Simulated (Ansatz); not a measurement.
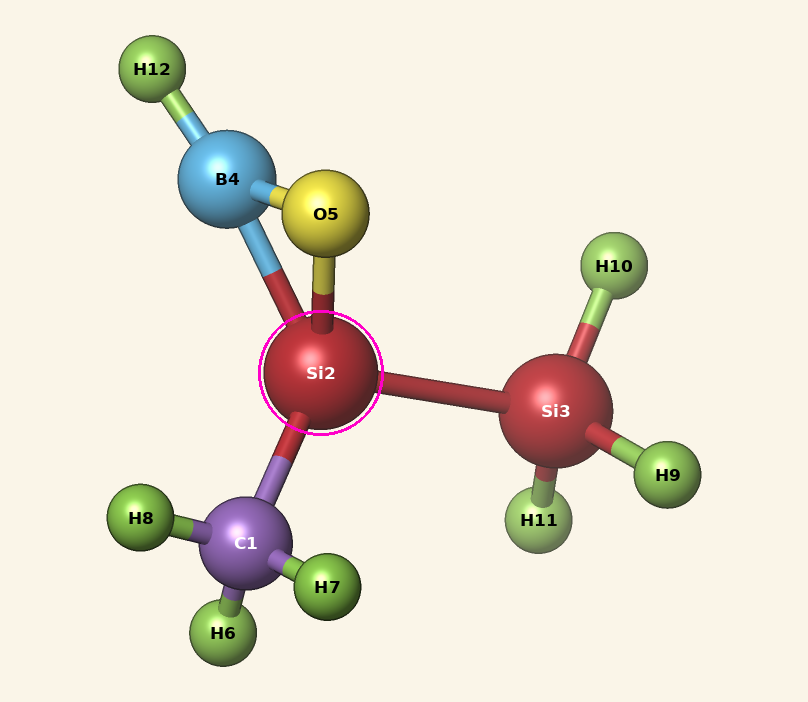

Depth is shown by fading: the farther an atom, the more it takes the colour of the background. Circles mark the stereogenic atoms. Computed geometry: PBE0-D4/def2-TZVP optimisation. No frequency run is at hand to confirm it as a minimum.

**Give the R/S and E/Z labels.**

Si2: R.
